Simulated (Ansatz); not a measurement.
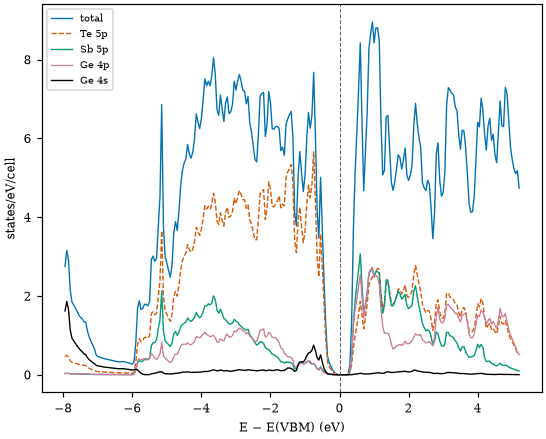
Total and projected density of states of Ge₂Sb₂Te₅ in space group R-3m (No. 166; Pearson symbol hR9), plane-wave PAW PBE+D3(BJ) (Ansatz code)

Task: Which orbitals carry the states next to the gap?

Result: Top 1 eV of the valence band: Te 5p 72 %, Ge 4s 9 %, Sb 5s 6 %. Bottom 1 eV of the conduction band: Sb 5p 32 %, Ge 4p 30 %, Te 5p 26 %, Te 5s 5 %. Projections are on Löwdin-orthogonalised atomic valence shells; empty p or d shells of many metals are not among them.

Task: Where is the tallest occupied peak in this window, and what makes it?

Result: Near -3.6 eV, about 8.0 states/eV per cell; the largest projected share is Te 5p.

The start of the workflow was typed in or built on a structure type; neither database checked (COD, Materials Project) lists it. It is not the phase usual at ambient conditions (space group No. 164). Symmetry was held in the PBE+D3(BJ) relaxation; its stability against distortions is not shown here. Spin–orbit coupling is left out wherever it is not named.

Potentials: the earlier of the program's two PAW sets.
